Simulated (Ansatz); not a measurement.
Cu (fcc, Cu type)

```xyz
4
Lattice="3.5634 0.0000 0.0000 0.0000 3.5634 0.0000 0.0000 0.0000 3.5634" Properties=species:S:1:pos:R:3 pbc="T T T"
Cu     0.0000     0.0000     0.0000
Cu     1.7817     1.7817     0.0000
Cu     1.7817     0.0000     1.7817
Cu     0.0000     1.7817     1.7817
```

Two-dimensional scan of atom 4 (Cu, nearest neighbour Cu at 2.520 Å; its periodic images, 3.6 Å or more away, move with it): u runs along (1.000, 0.000, 0.000), v along (0.000, 1.000, 0.000) (Cartesian). Cell and other atoms are fixed.

Computed with PBEsol (plane waves to 420 eV, PAW, scalar-relativistic; Ansatz, a quantum-chemistry and plane-wave program). k mesh 11×11×11 (Γ-centred), Fermi-Dirac smearing 0.05 eV. Energies are smeared free energies. Stress and pressure are positive under compression. With partly filled bands, energies and forces of such displacements shift with the k mesh and the smearing. Cu is run without spin polarisation. Cu was relaxed with its symmetry unable to fall. The PAW data are Ansatz's earlier set. ΔE is measured from the undisplaced structure. Axes are in Å.

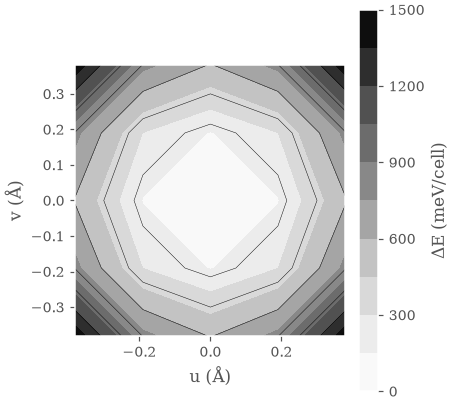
Figure: ΔE (meV/cell) over the 5×5 grid of computed points.

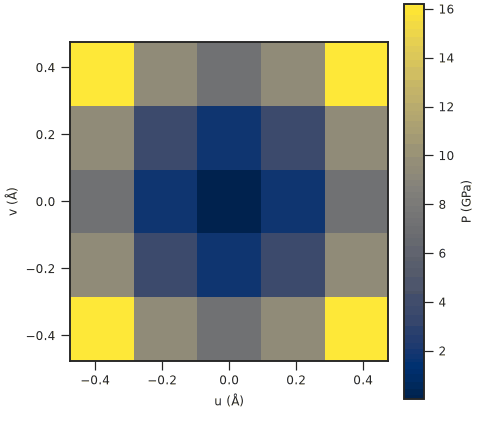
*P (GPa) over the 5×5 grid of computed points.*

Lowest place on the grid: u = 0.000 Å, v = 0.000 Å (0 meV/cell). Centre of the map: a minimum. Principal force constants in the plane (five-point differences of the forces): 7.7 eV/Å², isotropic. Highest place on the grid, met at several equal points: u = -0.380 Å, v = -0.380 Å; u = 0.380 Å, v = -0.380 Å; u = -0.380 Å, v = 0.380 Å; u = 0.380 Å, v = 0.380 Å (1440 meV/cell).

(For displaced atoms, the force is minus the slope of the energy, and its curvature is a force constant, which sets phonon frequencies.)
